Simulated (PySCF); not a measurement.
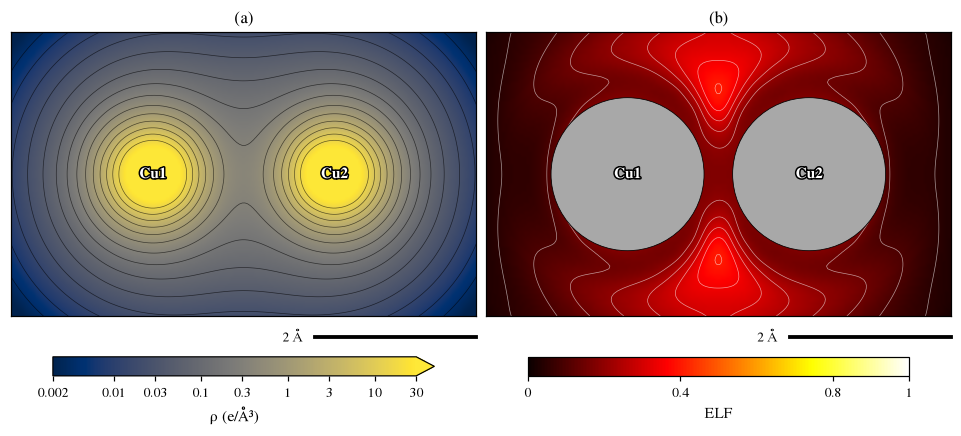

Figure. Cu2. (a) electron density; (b) electron localisation function on a plane that holds the molecular axis. Grey discs cover the atomic cores in the ELF map.

All numbers below come from PySCF, PBE0/x2c-TZVPPall, spin-free X2C-1e, Gaussian nucleus, at a bond length of 2.256 Å.

```xyz
2

Cu    0.0000    0.0000   -1.1280
Cu    0.0000    0.0000    1.1280
```

Describe what can be read from this map.

Answer. Atoms in the plane: Cu. Cu–Cu (2.26 Å): the density is about 0.41 e/Å³ at the midpoint; the ELF is about 0.20 at the midpoint.
